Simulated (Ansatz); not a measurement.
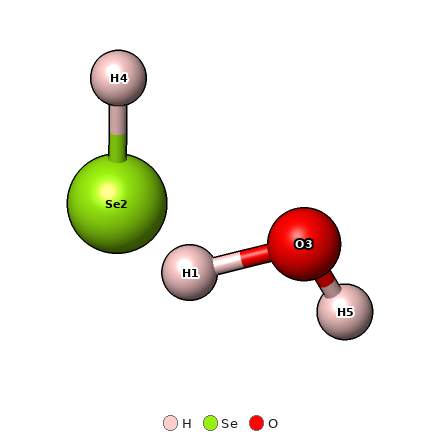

The system is the reacting system H3OSe (fragments H₂Se + HO where the first distance is long, H₂O + HSe where the second is long), spin multiplicity 2; the picture shows the reference structure. 
- Coordinates scanned: (1) distance H1–O3 (bond that forms); (2) distance H1–Se2 (bond that breaks).
- Relaxed at each point: all other coordinates.
- The grid has 10 × 10 points.
- Points are written as (first, second).
- All energies are given in eV relative to the lowest grid point.
- In part of the range the unrestricted reference is strongly spin-contaminated.
- All numbers below come from Ansatz, UKS CAM-B3LYP-D4/def2-SVP.

Its coordinates:

```xyz
5

H    -0.7006    0.3854    0.1699
Se    1.2219    0.7874    0.5117
O    -0.9170   -0.6002   -0.5853
H     1.2513   -0.4191    1.3489
H    -0.8555   -0.1534   -1.4451
```

Range: distance H1–O3 (bond that forms) from 0.873 to 2.073 Å; distance H1–Se2 (bond that breaks) from 1.359 to 2.859 Å.

> What will the energy surface look like?

The lowest grid point is at (0.950 Å, 2.859 Å). It lies in a valley that leaves the map towards separated partners. The highest grid point, (2.073 Å, 2.859 Å), lies 4.62 eV above the lowest.

| second ↓, first → | 0.873 | 0.950 | 1.056 | 1.177 | 1.308 | 1.449 | 1.596 | 1.749 | 1.909 | 2.073 |
| --- | --- | --- | --- | --- | --- | --- | --- | --- | --- | --- |
| 2.859 | 0.28 | 0.00 | 0.16 | 0.73 | 1.50 | 2.37 | 3.21 | 3.89 | 4.35 | 4.62 |
| 2.654 | 0.29 | 0.01 | 0.17 | 0.73 | 1.49 | 2.34 | 3.16 | 3.81 | 4.23 | 4.48 |
| 2.455 | 0.33 | 0.04 | 0.19 | 0.73 | 1.47 | 2.29 | 3.05 | 3.64 | 4.01 | 4.24 |
| 2.263 | 0.40 | 0.10 | 0.22 | 0.73 | 1.43 | 2.19 | 2.86 | 3.36 | 3.67 | 3.85 |
| 2.078 | 0.53 | 0.21 | 0.29 | 0.74 | 1.37 | 2.03 | 2.58 | 2.95 | 3.17 | 3.30 |
| 1.903 | 0.76 | 0.40 | 0.42 | 0.79 | 1.31 | 1.83 | 2.22 | 2.46 | 2.60 | 2.68 |
| 1.739 | 1.15 | 0.72 | 0.65 | 0.89 | 1.26 | 1.61 | 1.85 | 2.00 | 2.07 | 2.12 |
| 1.588 | 1.76 | 1.24 | 1.04 | 1.12 | 1.31 | 1.49 | 1.60 | 1.66 | 1.70 | 1.71 |
| 1.455 | 2.63 | 2.00 | 1.64 | 1.54 | 1.56 | 1.58 | 1.59 | 1.60 | 1.59 | 1.58 |
| 1.359 | 3.58 | 2.85 | 2.35 | 2.10 | 1.97 | 1.89 | 1.83 | 1.79 | 1.76 | 1.74 |

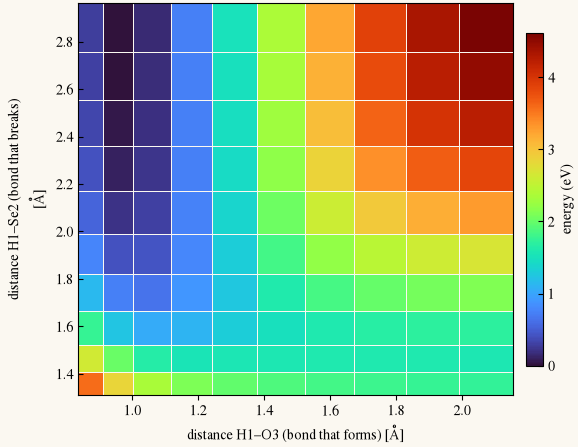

Drawn: one coloured cell a grid point.

Each point was launched as `ansatz run input.yaml --threads 1 --pin off --max-ram 2560MiB --backend cpu --events-out ev --progress --plain --runs-dir out`. The whole map (100 points run) took 36 min on 1 thread of Arm Neoverse V2 (shared host).
